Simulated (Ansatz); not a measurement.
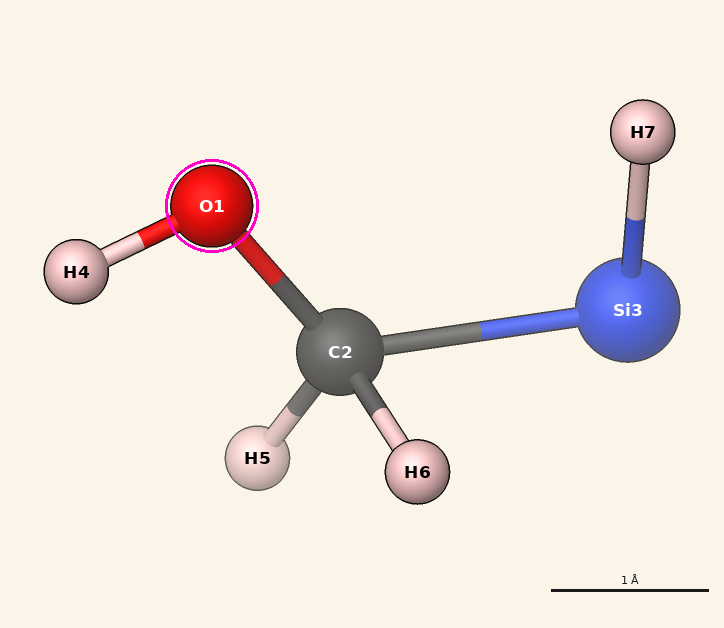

Orthographic view. Distant atoms are faded towards the background colour. The geometry was computed by an optimisation with PBE-D4/def2-SVP. No frequency run is at hand to confirm it as a minimum.

Question: Name the neighbours of the circled atom.

Answer: The circled atom is O1; it is bonded to C2, H4.

Question: What is the shortest path along bonds from the circled atom to H7?

Answer: O1–C2–Si3–H7, 3 bonds; through space the two are 2.79 Å apart.

Question: Of C2 and H6, which is nearer the viewer?

Answer: H6; the bond to C2 points away from the viewer, so it looks shorter than its 1.18 Å.
